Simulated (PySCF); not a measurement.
## EPR calculation, with input and output: C6H7F2

C6H7F2, multiplicity 2, computed with UKS B3LYP, pcH-1 on C F H, non-relativistic, mean-field spin-orbit, GIAO (PySCF 2.14.0).

It belongs to a series of runs on one base structure; here: H removed from sp3 C.

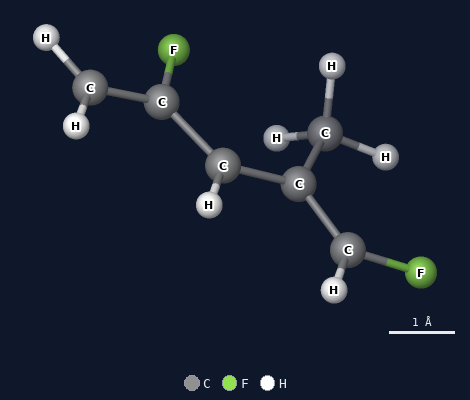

The structure as given in the input (ball-and-stick view, seen at a tilt). Bond lengths as drawn: C–C 1.35 to 1.50 Å, C–F 1.34 to 1.35 Å and C–H 1.07 to 1.09 Å.

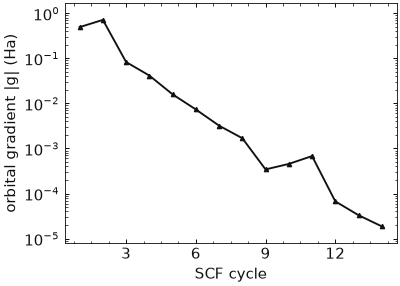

Convergence of the self-consistent field: orbital gradient |g| against the SCF cycle. All cycles printed in the log are drawn one after another.

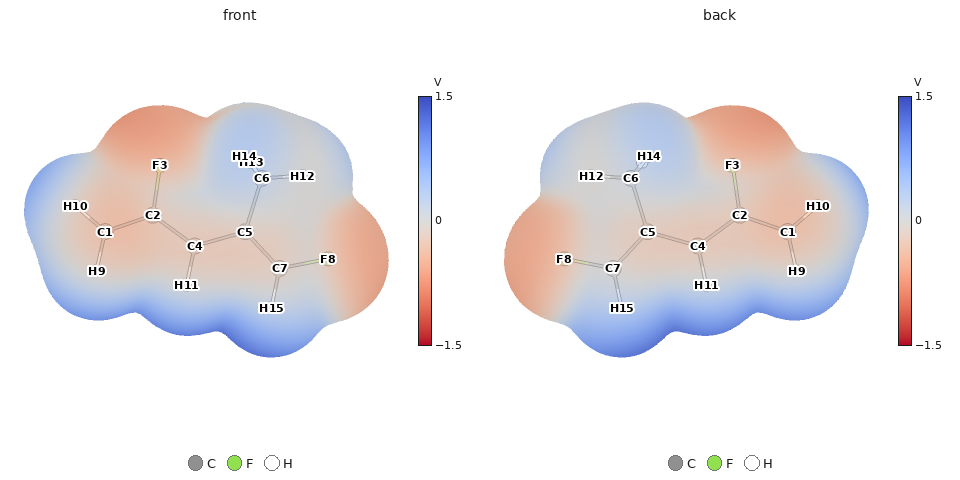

The molecular electrostatic potential painted on the density surface at 0.001 e/bohr³, seen face on and from behind; the colour scale runs from red (negative) to blue (positive). A positive charge is drawn to the negative regions and a negative charge to the positive ones.

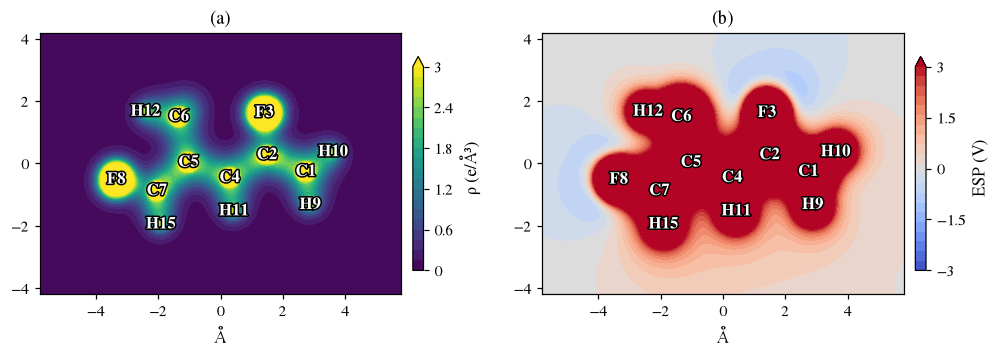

(a) total electron density; (b) molecular electrostatic potential on the plane of atoms C5, C7 and F8. Atoms in the plane: C, F and H. C–F (1.34 Å): ρ is about 2.3 e/Å³ halfway. C–C (1.35 Å): ρ at the midpoint is about 2.3 e/Å³. C–H (1.07 Å): ρ is about 2.1 e/Å³ halfway. C–C (1.41 Å): ρ is about 2.1 e/Å³ halfway.

These pictures come from the run below.

## The input
```
{"job": {"kind": "epr", "basis": "pcH-1"}, "charge": 0, "multiplicity": 2}
C     -2.681056    -0.840324    -0.396775
C     -1.555361    -0.142527    -0.120808
F     -1.724232     1.140437     0.280953
C     -0.245065    -0.641354    -0.220956
C      0.966546     0.024767     0.050003
C      1.009854     1.444969     0.528104
C      2.122416    -0.667616    -0.135711
F      3.325451    -0.124396     0.095519
H     -2.630287    -1.861612    -0.718827
H     -3.647440    -0.382905    -0.297131
H     -0.181081    -1.667084    -0.552571
H      2.035948     1.759501     0.695084
H      0.452936     1.549474     1.456592
H      0.554175     2.105023    -0.207003
H      2.192781    -1.688365    -0.478385
```

The first line tells a small driver script what to run in PySCF; the rest is the geometry in Å.

Launched with:
```bash
OMP_NUM_THREADS=1 python <driver script> task.json out
```

## Log
```
UKS, coarse grid
  cycle   1  E = -432.39946374  |g| = 4.93e-01
  cycle   2  E = -432.30649203  |g| = 7.14e-01
  cycle   3  E = -432.48879313  |g| = 8.29e-02
  cycle   4  E = -432.49194849  |g| = 4.15e-02
  cycle   5  E = -432.49296117  |g| = 1.59e-02
  cycle   6  E = -432.49314237  |g| = 7.35e-03
  cycle   7  E = -432.49321287  |g| = 3.21e-03
  cycle   8  E = -432.49322642  |g| = 1.69e-03
  cycle   9  E = -432.49322848  |g| = 3.43e-04
UKS, final grid
  cycle   1  E = -432.49329078  |g| = 4.54e-04
  cycle   2  E = -432.49329069  |g| = 6.79e-04
  cycle   3  E = -432.49329088  |g| = 6.72e-05
  cycle   4  E = -432.49329088  |g| = 3.31e-05
  cycle   5  E = -432.49329088  |g| = 1.87e-05
E = -432.49329088 Eh   <S^2> = 0.7902 (exact 0.7500)
g shifts (ppm)      1          2          3
  rmc          -163       -163       -163
  gc             -4         43         27
  oz_so         -27        999       1578
  total        -194        878       1442
hyperfine (MHz)  atom isotope    a_iso     a_fc   dipolar eigenvalues
    0   13C      39.18      39.18    -38.24    -36.70     74.95
    1   13C     -46.26     -46.26    -26.84     11.80     15.04
    2   19F     -27.39     -27.39    -68.86     26.18     42.68
    3   13C      48.37      48.37    -43.14    -42.78     85.93
    4   13C     -39.43     -39.43    -24.44     10.76     13.68
    5   13C       4.73       4.73     -0.94      0.06      0.88
    6   13C      45.02      45.02    -38.96    -38.62     77.59
    7   19F      72.69      72.69   -138.38   -117.25    255.63
    8    1H     -28.91     -28.91    -15.59     -1.22     16.81
    9    1H     -30.78     -30.78    -18.65     -0.19     18.84
   10    1H     -32.06     -32.06    -15.30     -2.79     18.09
   11    1H      -1.65      -1.65     -1.76     -1.12      2.88
   12    1H     -14.48     -14.48     -1.53     -0.69      2.22
   13    1H     -15.09     -15.09     -1.53     -0.64      2.17
   14    1H     -31.29     -31.29    -15.02     -2.22     17.23
```

## Key numbers

| quantity | value |
| --- | --- |
| outcome | converged |
| total energy | −432.493291 hartree |
| ⟨S²⟩ | 0.790 |
| isotropic g | 2.0030 |
| hardware | 1 CPU thread, shared host |
| wall time | 73 s |
| peak memory | 0.96 GiB |
